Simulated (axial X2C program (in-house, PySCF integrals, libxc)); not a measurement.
# ZnB⁺: bond curves with and without spin–orbit coupling

Aim: find the lowest determinant of ZnB⁺, scan the bond at several levels and fit the constants, once spin-free and once with spin–orbit coupling.

Program: an in-house X2C program for linear molecules on PySCF integrals. Level of theory: all-electron X2C, Zn dyall-cv3z, B dyall-v3z. These are calculated values, not measurements.

### 1 Set-up

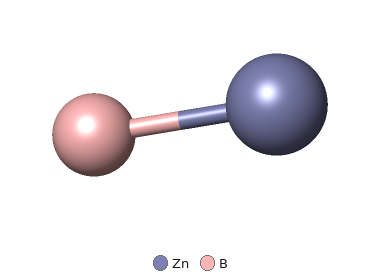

The two atoms at 2.030 Å (zinc blue, boron pink).

task.json reads:

```json
{
 "zs": [
  30,
  5
 ],
 "q": 1,
 "bas": [
  "dyall-cv3z",
  "dyall-v3z"
 ],
 "levels": [
  "PBE0",
  "HF",
  "TPSSh"
 ],
 "cc": true,
 "r0": 2.03,
 "thr": -2.0,
 "nmax": 90,
 "npts": 10,
 "nst": 2,
 "ntry": 6
}
```

Keys: zs atomic numbers; q charge; bas basis sets; levels methods (HF also brings MP2); cc coupled cluster on or off; r0 starting distance in Å; thr threshold in hartree for freezing inner shells (an s shell follows its p shell); nmax most natural virtual spinors; npts points asked for on the curve; nst determinants followed; ntry starts of the search.

Started as:

```sh
python so2c.py task.json out
```

Spin-free means the one-electron spin-free X2C Hamiltonian; two-component (2c) means X2C with spin–orbit coupling and atomic mean-field two-electron Coulomb and Gaunt terms. Basis: Zn dyall-cv3z contracted to [9s10p6d3f2g], B dyall-v3z contracted to [7s6p2d1f]; Gaussian nuclei, density fitting. Masses: Zn 63.929 u, B 11.009 u.

Notation: σ, π±, δ± give the projection m of an orbital's angular momentum (0, ±1, ±2), α and β its spin, Λ and M_S the sums; ω is the projection of a spinor's total angular momentum and Ω the sum. Logs are in hartree.

The results follow Hamiltonian by Hamiltonian and level by level.

### 2 Search for the lowest determinant

PBE0 moves the distance from 2.030 Å to 2.358 Å and compares determinants there.

Spin-free determinants:

| ΔE (eV) | state | open shells |
| --- | --- | --- |
| 0.00 | M_S = 0, Λ = 0 | closed shell |
| 1.51 | M_S = 1, Λ = 1 | beyond closed shells: σα, π+α |
| 1.69 | M_S = 1, Λ = 0 | beyond closed shells: 2 × σα |
| 1.94 | M_S = 0, Λ = 1 | beyond closed shells: σα, π+β |
| 4.57 | M_S = 1, Λ = 0 | beyond closed shells: π+α, π-α |

Two-component determinants:

| ΔE (eV) | state | open shells |
| --- | --- | --- |
| 0.00 | Ω = 0 | closed shell |
| 1.52 | Ω = 2 | excess of +ω over −ω: ω = 1/2, ω = 3/2 |
| 1.69 | Ω = 1 | excess of +ω over −ω: 2 × ω = 1/2 |
| 1.94 | Ω = 1 | excess of +ω over −ω: ω = -1/2, ω = 3/2 |

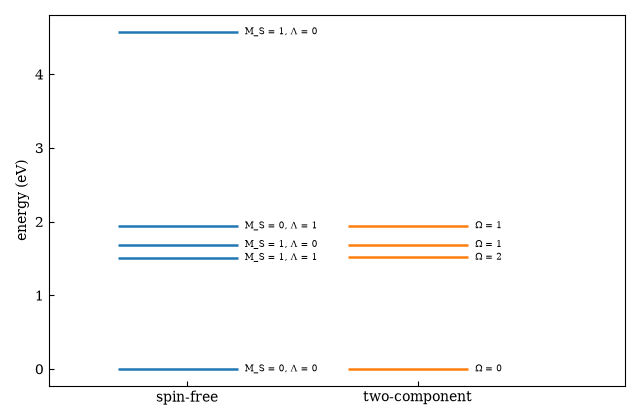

The determinants found, each set from its own lowest.

### 3 PBE0, spin-free

State followed: M_S = 0, Λ = 0 (closed shell). The scan is laid around 2.358 Å, a first estimate of the minimum, and this SCF restarts from the orbitals of the search.

The SCF at the reference distance of 2.358 Å:

```text
spin-free X2C-1e  PBE0
basis functions 150  fitting functions 830  grid points 5080
iter        total energy     max residual
   1      -1820.097673787     5.48e-05
   2      -1820.097673793     7.95e-05
   3      -1820.097673819     1.54e-05
   4      -1820.097673821     1.94e-05
converged
one-electron -2594.27420966  Coulomb 815.96899855  exact exchange -18.48365125  xc functional -56.97148391  nuclear repulsion 33.66267245
```

Along the bond, energies from the lowest point:

| R (Å) | E (eV) | μ (D) | HOMO (eV) | LUMO (eV) | iterations |
| --- | --- | --- | --- | --- | --- |
| 2.051 | 0.2404 | 0.97 | -13.22 | -9.48 | 11 |
| 2.146 | 0.0993 | 1.28 | -13.23 | -9.36 | 10 |
| 2.216 | 0.0387 | 1.52 | -13.22 | -9.29 | 10 |
| 2.287 | 0.0077 | 1.78 | -13.21 | -9.23 | 9 |
| 2.358 | 0.0000 | 2.04 | -13.19 | -9.19 | 4 |
| 2.441 | 0.0135 | 2.36 | -13.15 | -9.15 | 10 |
| 2.523 | 0.0454 | 2.69 | -13.10 | -9.13 | 9 |
| 2.629 | 0.1053 | 3.13 | -13.02 | -9.13 | 10 |
| 2.759 | 0.1973 | 3.68 | -12.90 | -9.14 | 10 |
| 2.947 | 0.3488 | 4.50 | -12.70 | -9.19 | 10 |

Dipoles are positive if B is the positive end and refer to the centre of mass.

Outer orbitals at the reference distance:

```tsv
symmetry	occupied	ε (eV)	atomic character
σα	yes	-20.63	92% Zn d, 6% B s
π+α	yes	-20.41	100% Zn d
π-α	yes	-20.41	100% Zn d
δ-α	yes	-20.40	100% Zn d
δ+α	yes	-20.40	100% Zn d
σα	yes	-18.18	67% B s, 13% Zn s, 9% Zn d
σα	yes	-13.19	44% Zn s, 39% B p, 13% B s
π+α	no	-9.19	89% B p, 10% Zn p
π-α	no	-9.19	89% B p, 10% Zn p
σα	no	-8.84	43% B p, 27% Zn s, 26% Zn p
π+α	no	-5.45	85% Zn p, 11% B p, 3% B d
```

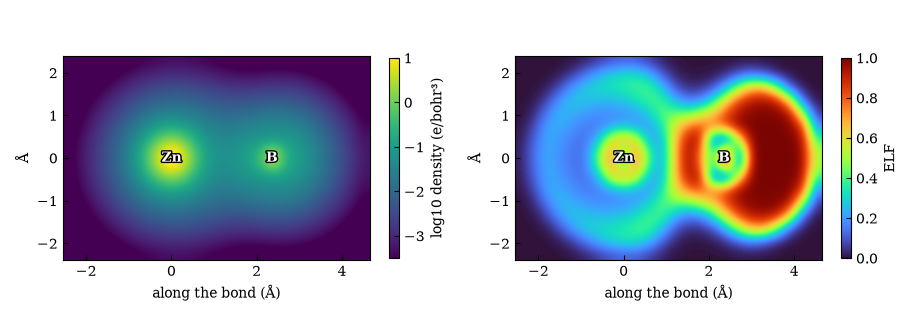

PBE0 fields in a plane through the axis, from a grid of 0.3 Å; Zn lies at z = 0 and B at z = 2.358 Å; the ELF is damped to zero where the density is low.

Re = 2.350 Å, ωe = 327 cm⁻¹, ωexe = 2.19 cm⁻¹, Be = 0.325 cm⁻¹, De = 1.96 eV, μ = 2.01 D.

### 4 HF, spin-free

Output at 2.358 Å:

```text
spin-free X2C-1e  HF
basis functions 150  fitting functions 830  grid points 5080
iter        total energy     max residual
   1      -1818.577143645     2.65e-01
   2      -1818.601516254     1.85e-02
   3      -1818.602507193     3.91e-02
   4      -1818.603893178     4.06e-03
   5      -1818.603911078     2.96e-04
   6      -1818.603914080     3.06e-04
   7      -1818.603914226     7.76e-05
   8      -1818.603914239     5.32e-06
   9      -1818.603914239     4.52e-06
  10      -1818.603914239     5.12e-07
converged
one-electron -2595.22440597  Coulomb 817.04868391  exact exchange -74.09086463  xc functional 0.00000000  nuclear repulsion 33.66267245
```

Re = 2.485 Å, ωe = 290.2 cm⁻¹, ωexe = 2.15 cm⁻¹, Be = 0.2906 cm⁻¹, De = 0.976 eV, μ = 1.78 D.

### 5 TPSSh, spin-free

Output at 2.358 Å:

```text
spin-free X2C-1e  TPSSh
basis functions 150  fitting functions 830  grid points 5080
iter        total energy     max residual
   1      -1820.376682806     6.03e-02
   2      -1820.377530075     4.01e-02
   3      -1820.377784088     1.91e-02
   4      -1820.377970976     2.14e-03
   5      -1820.377992591     8.16e-04
   6      -1820.377995472     7.47e-05
   7      -1820.377995502     2.80e-05
   8      -1820.377995505     4.07e-06
converged
one-electron -2593.76455003  Coulomb 815.43724402  exact exchange -7.39046239  xc functional -68.32289955  nuclear repulsion 33.66267245
```

Re = 2.340 Å, ωe = 328 cm⁻¹, ωexe = 2.16 cm⁻¹, Be = 0.3279 cm⁻¹, De = 2.07 eV, μ = 1.92 D.

### 6 Correlated methods, spin-free

Correlated methods: 14 electrons correlated (frozen shells, counted by type: Zn 3 s, 2 p; B 1 s), 226 virtual spinors in MP2, 90 natural virtuals in coupled cluster.

Output of the correlated part at 2.358 Å:

```text
correlated 14  virtual 226  natural virtual 90  E(MP2) -0.577668878  MP2 remainder -0.043484371
iter   CCSD correlation   residual
   1     -0.486268663   1.99e-01
   2     -0.510551890   9.43e-02
   3     -0.514815098   4.69e-02
   4     -0.514186888   1.26e-02
   5     -0.514376548   4.92e-03
   6     -0.514483668   1.72e-03
   7     -0.514454981   8.27e-04
   8     -0.514446346   3.09e-04
   9     -0.514456783   1.21e-04
  10     -0.514452151   4.39e-05
  11     -0.514453280   1.46e-05
  12     -0.514453085   6.77e-06
  13     -0.514452979   3.14e-06
  14     -0.514452953   1.28e-06
  15     -0.514452955   4.97e-07
(T) -0.016391459  T1 0.0262  D1 0.0572  max T2 0.219
```

T1 in the output is the amplitude norm over the root of the electron number; divide by √2 for the Lee–Taylor value.

MP2: Re = 2.332 Å, ωe = 330 cm⁻¹, Be = 0.3299 cm⁻¹, De = 1.56 eV.

CCSD: Re = 2.359 Å, ωe = 325 cm⁻¹, ωexe = 2.08 cm⁻¹, Be = 0.3226 cm⁻¹, De = 1.55 eV. T1 at Re = 0.019 (Lee–Taylor, the printed value over √2).

CCSD(T): Re = 2.347 Å, ωe = 330 cm⁻¹, ωexe = 2.05 cm⁻¹, Be = 0.3258 cm⁻¹, De = 1.60 eV. T1 at Re = 0.019 (Lee–Taylor, the printed value over √2).

### 7 A higher determinant, spin-free

State: M_S = 1, Λ = 1 (beyond closed shells: σα, π+α).

Output at the reference distance:

```text
spin-free X2C-1e  PBE0
basis functions 150  fitting functions 830  grid points 5080
iter        total energy     max residual
   1      -1820.042105036     3.08e-05
   2      -1820.042105040     3.15e-05
   3      -1820.042105045     1.88e-05
converged
one-electron -2593.32558371  Coulomb 815.11034859  exact exchange -18.50161820  xc functional -56.98792418  nuclear repulsion 33.66267245
```

| R (Å) | E above the lowest PBE0 point (eV) |
| --- | --- |
| 2.051 | 1.238 |
| 2.146 | 1.283 |
| 2.216 | 1.346 |
| 2.287 | 1.425 |
| 2.358 | 1.512 |
| 2.441 | 1.618 |
| 2.523 | 1.724 |
| 2.629 | 1.853 |
| 2.759 | 1.995 |

No constants are quoted: the lowest point is the short end of the scan.

### 8 The spin-free curves together

Energy (eV) of the followed determinant, spin-free, from each level's lowest point:

| R (Å) | PBE0 | HF | MP2 | CCSD | CCSD(T) | TPSSh |
| --- | --- | --- | --- | --- | --- | --- |
| 2.051 | 0.240 | 0.472 | 0.211 | n/a | n/a | 0.220 |
| 2.146 | 0.099 | 0.254 | 0.081 | 0.109 | 0.097 | 0.088 |
| 2.216 | 0.039 | 0.144 | 0.028 | 0.044 | 0.037 | 0.032 |
| 2.287 | 0.008 | 0.070 | 0.003 | 0.010 | 0.007 | 0.005 |
| 2.358 | 0.000 | 0.025 | 0.000 | 0.000 | 0.000 | 0.000 |
| 2.441 | 0.014 | 0.001 | 0.018 | 0.011 | 0.015 | 0.016 |
| 2.523 | 0.045 | 0.000 | 0.054 | 0.041 | 0.048 | 0.050 |
| 2.629 | 0.105 | 0.024 | 0.118 | 0.099 | 0.110 | 0.112 |
| 2.759 | 0.197 | 0.078 | 0.213 | n/a | n/a | 0.205 |
| 2.947 | 0.349 | 0.187 | 0.370 | n/a | n/a | 0.358 |

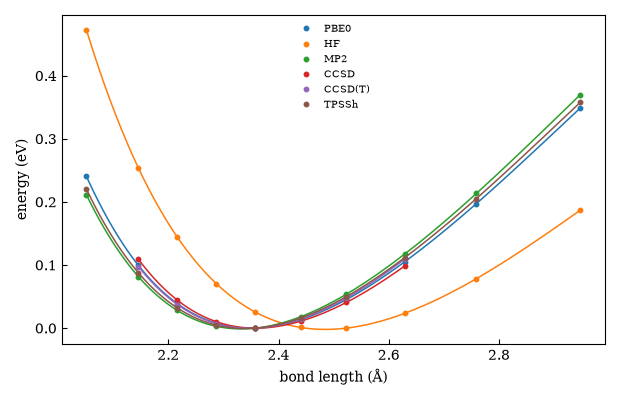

Curves of the followed state, spin-free, each from its own lowest point.

### 9 PBE0, 2c

State followed: Ω = 0 (closed shell). The scan is laid around 2.358 Å, a first estimate of the minimum, and this SCF restarts from the orbitals of the search.

Output at 2.358 Å:

```text
two-component X2C + atomic mean field  PBE0
basis functions 150  fitting functions 830  grid points 5080
iter        total energy     max residual
   1      -1819.555987436     2.37e-05
   2      -1819.555987437     7.85e-06
converged
one-electron -2592.89464624  Coulomb 815.68059407  exact exchange -18.47761915  xc functional -56.95261273  nuclear repulsion 33.66267245  atomic mean-field constant -0.57437584
```

Along the bond, energies from the lowest point:

| R (Å) | E (eV) | μ (D) | HOMO (eV) | LUMO (eV) | iterations |
| --- | --- | --- | --- | --- | --- |
| 2.051 | 0.2413 | 0.97 | -13.22 | -9.49 | 11 |
| 2.146 | 0.0998 | 1.28 | -13.22 | -9.37 | 10 |
| 2.216 | 0.0391 | 1.52 | -13.22 | -9.29 | 10 |
| 2.287 | 0.0079 | 1.78 | -13.21 | -9.24 | 9 |
| 2.358 | 0.0000 | 2.04 | -13.19 | -9.19 | 2 |
| 2.441 | 0.0134 | 2.36 | -13.15 | -9.16 | 10 |
| 2.523 | 0.0451 | 2.69 | -13.10 | -9.13 | 9 |
| 2.629 | 0.1050 | 3.13 | -13.02 | -9.13 | 10 |
| 2.759 | 0.1968 | 3.68 | -12.90 | -9.14 | 10 |
| 2.947 | 0.3482 | 4.50 | -12.70 | -9.19 | 10 |

Dipoles are positive if B is the positive end and refer to the centre of mass.

Outer spinors at the reference distance:

```tsv
ω	occupied	ε (eV)	atomic character	λ mixture
1/2	yes	-20.73	95% Zn d, 4% B s	72% σ, 28% π
3/2	yes	-20.61	100% Zn d	79% δ, 21% π
1/2	yes	-20.39	97% Zn d, 2% B s	71% π, 29% σ
3/2	yes	-20.28	100% Zn d	79% π, 21% δ
5/2	yes	-20.27	100% Zn d	100% δ
1/2	yes	-18.18	67% B s, 13% Zn s, 10% Zn d	100% σ
1/2	yes	-13.19	44% Zn s, 39% B p, 13% B s	100% σ
1/2	no	-9.19	88% B p, 10% Zn p	100% π
3/2	no	-9.18	89% B p, 9% Zn p	100% π
1/2	no	-8.84	43% B p, 27% Zn s, 26% Zn p	100% σ
1/2	no	-5.48	85% Zn p, 11% B p, 3% B d	100% π
```

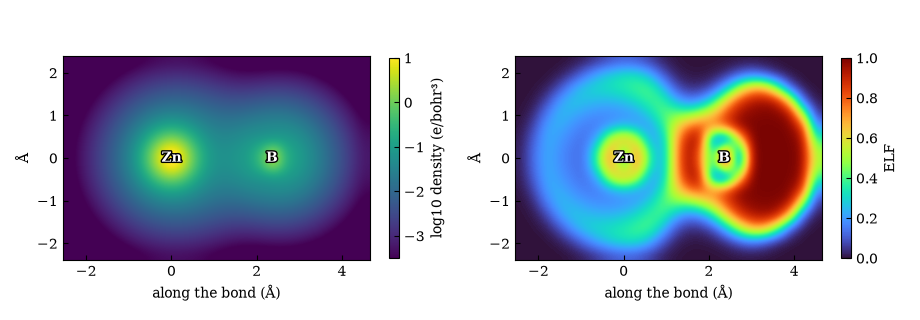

PBE0 fields in a plane through the axis, from a grid of 0.3 Å; Zn lies at z = 0 and B at z = 2.358 Å; the ELF is damped to zero where the density is low.

Re = 2.351 Å, ωe = 327 cm⁻¹, ωexe = 2.19 cm⁻¹, Be = 0.3249 cm⁻¹, De = 1.96 eV, μ = 2.01 D.

### 10 HF, 2c

Output at 2.358 Å:

```text
two-component X2C + atomic mean field  HF
basis functions 150  fitting functions 830  grid points 5080
iter        total energy     max residual
   1      -1818.036232157     2.65e-01
   2      -1818.060591568     1.85e-02
   3      -1818.061581307     3.90e-02
   4      -1818.062964069     4.06e-03
   5      -1818.062981935     2.96e-04
   6      -1818.062984932     3.07e-04
   7      -1818.062985079     7.78e-05
   8      -1818.062985093     5.98e-06
   9      -1818.062985094     6.76e-06
  10      -1818.062985094     2.81e-06
converged
one-electron -2593.84358854  Coulomb 816.75894186  exact exchange -74.06663502  xc functional 0.00000000  nuclear repulsion 33.66267245  atomic mean-field constant -0.57437584
```

Re = 2.486 Å, ωe = 290.1 cm⁻¹, ωexe = 2.15 cm⁻¹, Be = 0.2905 cm⁻¹, De = 0.942 eV, μ = 1.78 D.

### 11 TPSSh, 2c

Output at 2.358 Å:

```text
two-component X2C + atomic mean field  TPSSh
basis functions 150  fitting functions 830  grid points 5080
iter        total energy     max residual
   1      -1819.834885474     6.03e-02
   2      -1819.835732424     4.01e-02
   3      -1819.835986197     1.91e-02
   4      -1819.836173239     2.14e-03
   5      -1819.836194910     8.18e-04
   6      -1819.836197804     7.47e-05
   7      -1819.836197835     2.81e-05
   8      -1819.836197837     4.12e-06
converged
one-electron -2592.38540316  Coulomb 815.14928377  exact exchange -7.38805332  xc functional -68.30032174  nuclear repulsion 33.66267245  atomic mean-field constant -0.57437584
```

Re = 2.340 Å, ωe = 328 cm⁻¹, ωexe = 2.16 cm⁻¹, Be = 0.3278 cm⁻¹, De = 2.07 eV, μ = 1.92 D.

### 12 Correlated methods, 2c

Correlated methods: 14 electrons correlated (frozen shells, counted by type: Zn 3 s, 2 p; B 1 s), 226 virtual spinors in MP2, 90 natural virtuals in coupled cluster.

Output of the correlated part at 2.358 Å:

```text
correlated 14  virtual 226  natural virtual 90  E(MP2) -0.577444439  MP2 remainder -0.043496202
iter   CCSD correlation   residual
   1     -0.486122508   1.99e-01
   2     -0.510379942   9.42e-02
   3     -0.514634786   4.68e-02
   4     -0.514007476   1.26e-02
   5     -0.514197320   4.91e-03
   6     -0.514304194   1.72e-03
   7     -0.514275504   8.27e-04
   8     -0.514266917   3.09e-04
   9     -0.514277317   1.22e-04
  10     -0.514272696   4.46e-05
  11     -0.514273838   1.58e-05
  12     -0.514273631   8.27e-06
  13     -0.514273513   4.73e-06
  14     -0.514273487   2.66e-06
  15     -0.514273489   1.61e-06
(T) -0.016371187  T1 0.0262  D1 0.0572  max T2 0.219
```

MP2: Re = 2.333 Å, ωe = 330 cm⁻¹, Be = 0.3297 cm⁻¹, De = 1.56 eV.

CCSD: Re = 2.359 Å, ωe = 326 cm⁻¹, ωexe = 2.17 cm⁻¹, Be = 0.3225 cm⁻¹, De = 1.55 eV. T1 at Re = 0.019 (Lee–Taylor, the printed value over √2).

CCSD(T): Re = 2.348 Å, ωe = 331 cm⁻¹, ωexe = 2.29 cm⁻¹, Be = 0.3256 cm⁻¹, De = 1.60 eV. T1 at Re = 0.019 (Lee–Taylor, the printed value over √2).

### 13 A higher determinant, 2c

State: Ω = 2 (excess of +ω over −ω: ω = 1/2, ω = 3/2).

Output at the reference distance:

```text
two-component X2C + atomic mean field  PBE0
basis functions 150  fitting functions 830  grid points 5080
iter        total energy     max residual
   1      -1819.500300211     1.23e-05
   2      -1819.500300211     2.61e-06
converged
one-electron -2591.94465044  Coulomb 814.82077979  exact exchange -18.49562841  xc functional -56.96909777  nuclear repulsion 33.66267245  atomic mean-field constant -0.57437584
```

| R (Å) | E above the lowest PBE0 point (eV) |
| --- | --- |
| 2.051 | 1.245 |
| 2.146 | 1.289 |
| 2.216 | 1.351 |
| 2.287 | 1.429 |
| 2.358 | 1.515 |
| 2.441 | 1.621 |
| 2.523 | 1.726 |
| 2.629 | 1.854 |
| 2.759 | 1.996 |

No constants are quoted: the lowest point is the short end of the scan.

### 14 The 2c curves together

Energy (eV) of the followed determinant, 2c, from each level's lowest point:

| R (Å) | PBE0 | HF | MP2 | CCSD | CCSD(T) | TPSSh |
| --- | --- | --- | --- | --- | --- | --- |
| 2.051 | 0.241 | 0.474 | 0.212 | n/a | n/a | 0.221 |
| 2.146 | 0.100 | 0.255 | 0.082 | 0.111 | 0.099 | 0.088 |
| 2.216 | 0.039 | 0.145 | 0.028 | 0.045 | 0.038 | 0.032 |
| 2.287 | 0.008 | 0.071 | 0.003 | 0.010 | 0.007 | 0.005 |
| 2.358 | 0.000 | 0.026 | 0.000 | 0.000 | 0.000 | 0.000 |
| 2.441 | 0.013 | 0.001 | 0.018 | 0.011 | 0.014 | 0.016 |
| 2.523 | 0.045 | 0.000 | 0.053 | 0.040 | 0.047 | 0.050 |
| 2.629 | 0.105 | 0.023 | 0.117 | 0.098 | 0.109 | 0.112 |
| 2.759 | 0.197 | 0.078 | 0.213 | n/a | n/a | 0.205 |
| 2.947 | 0.348 | 0.187 | 0.369 | n/a | n/a | 0.357 |

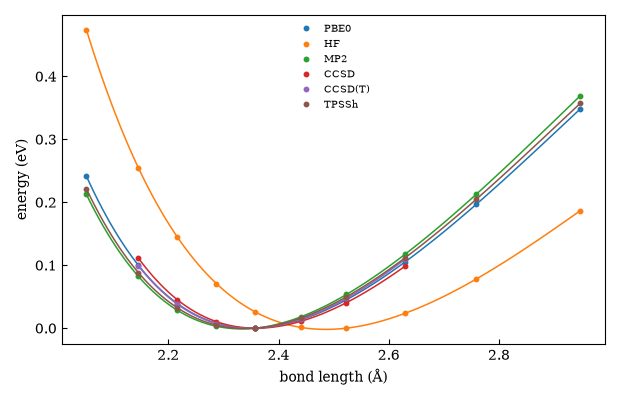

Curves of the followed state, 2c, each from its own lowest point.

The whole job took 2.8 min on 1 thread of Arm Neoverse V1, shared host; peak memory 0.85 GiB.

### 15 Constants

Lowest determinant that the search found at its distance, spin-free: M_S = 0, Λ = 0 (closed shell).

Lowest determinant that the search found at its distance, 2c: Ω = 0 (closed shell).

```
Hamiltonian    level  Re (Å)  ωe (cm⁻¹)  De (eV)  μ (D)
  spin-free     PBE0   2.350        327     1.96   2.01
  spin-free       HF   2.485      290.2    0.976   1.78
  spin-free      MP2   2.332        330     1.56    n/a
  spin-free     CCSD   2.359        325     1.55    n/a
  spin-free  CCSD(T)   2.347        330     1.60    n/a
  spin-free    TPSSh   2.340        328     2.07   1.92
         2c     PBE0   2.351        327     1.96   2.01
         2c       HF   2.486      290.1    0.942   1.78
         2c      MP2   2.333        330     1.56    n/a
         2c     CCSD   2.359        326     1.55    n/a
         2c  CCSD(T)   2.348        331     1.60    n/a
         2c    TPSSh   2.340        328     2.07   1.92
```

Dipoles are positive if B is the positive end and refer to the centre of mass.

Time per point (s) on 1 thread of Arm Neoverse V1, shared host (2c runs; CCSD comes with the CCSD(T) run); the times are rough: PBE0 0.29, HF 0.14, MP2 0.41, CCSD(T) 7.5, TPSSh 0.56.

**Reading.** At CCSD(T), going from spin-free to two-component changes Re by +1 mÅ, ωe by +0.2 %, which is small (part of it comes from the scalar share of the two-electron terms). De moves by 0.00 eV; both De rest on single-determinant atoms, which can miss part of an open shell's spin–orbit lowering.

De refers to Zn + B+; at HF, spin-free, to Zn+ + B; at HF, two-component, to Zn+ + B, each in the lowest determinant found, which need not be this curve's own limit. The state is a single determinant with fixed occupations, the lowest that a limited PBE0 search found. The closed shell is kept restricted; where the fragments are open shells, the energy then runs too high at long range. Dissociation energies refer to the lowest single-determinant-based atoms at the same level and basis. Coupled cluster ran in a truncated set of natural virtual spinors; the MP2 energy of the rest was added. The meta-GGAs lack a current-density term, which matters for open shells with orbital currents, atoms included.
